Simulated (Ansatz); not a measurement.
```yaml
crystal:
  lattice:
    - [5.27335, 0.00000, 0.00000]
    - [0.00000, 5.27335, 0.00000]
    - [0.00000, 0.00000, 5.45232]
  atoms:
    - { symbol: Mg, position: [0.00000, 0.00000, 0.00000] }
    - { symbol: Cd, position: [0.00000, 0.50000, 0.50000] }
    - { symbol: Cd, position: [0.50000, 0.00000, 0.50000] }
    - { symbol: Se, position: [0.00000, 0.00000, 0.50000] }
    - { symbol: S, position: [0.50000, 0.50000, 0.75866] }
    - { symbol: S, position: [0.50000, 0.50000, 0.24134] }
```

Space group P4/mmm; a structure generated by program, which may or may not match a known phase.

All numbers below come from DFT PBE, scalar-relativistic, plane waves, PAW (Ansatz).

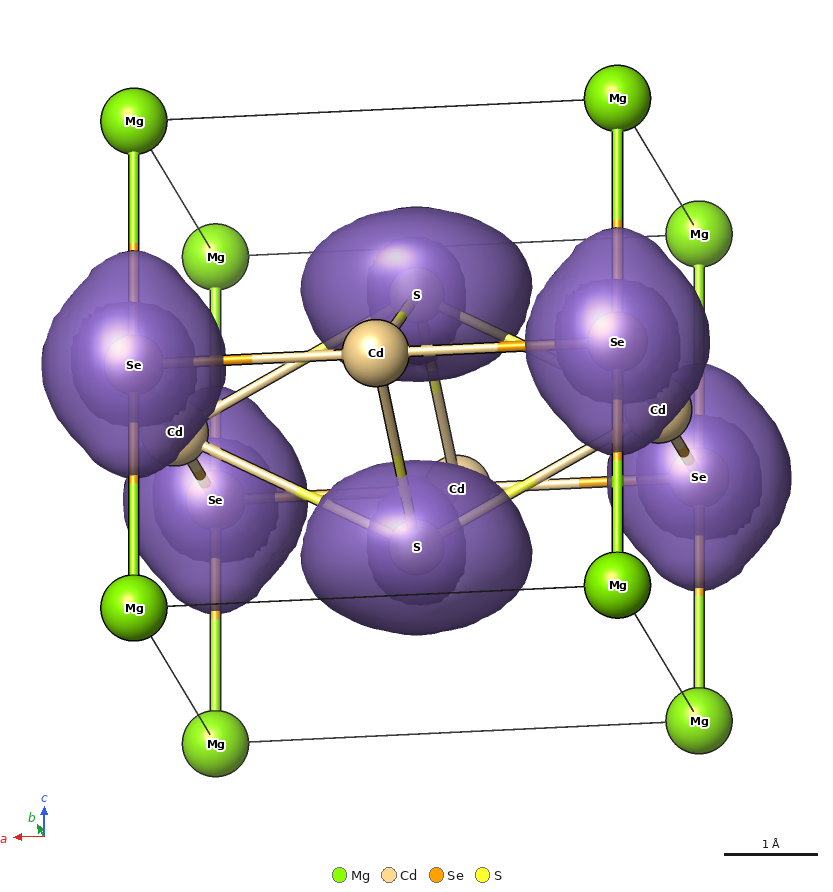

MgCd2SeS2. Isosurface of the electron localisation function at 0.75 (purple), seen at an oblique angle. Only the valence region is drawn (cores and ρ < 0.01 e/Å³ removed). Sticks mark near contacts.

### Describe the localisation domains.

The ELF exceeds this value in two regions wrapped around S (the valence shell of each) and one region wrapped around Se (its valence shell), counted in one cell of 6 atoms. Any copies at cell faces, edges or corners count once. Along the contacts the grid gives the following. Cd–Se (2.64 Å): the ELF is about 0.35 at the midpoint and 0.15 at its lowest between the atoms. Mg–Se (2.73 Å): the ELF is about 0.70 at the midpoint.
